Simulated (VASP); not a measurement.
Band structure of TaN (space group P6/mmm). These are PBEsol GGA with spin-orbit coupling, VASP's PBE PAW potentials (set 64) (plane waves; VASP) values and carry that method's errors.

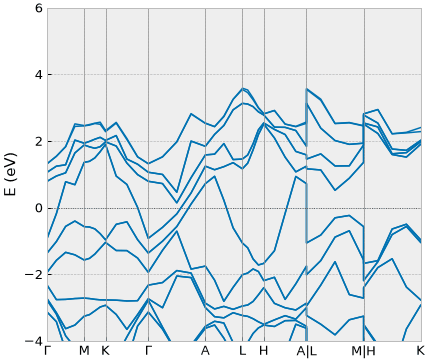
Fig. 1. Bands along high-symmetry lines, zero at the valence-band maximum or, without a gap, the Fermi level

Read the plot: is there a gap, and where are the band edges?

It has no gap at this level: it comes out as a metal or semimetal.

The structure comes from a measured TaN entry (P6/mmm) of the Crystallography Open Database, whose conditions weren't checked. It was relaxed first.
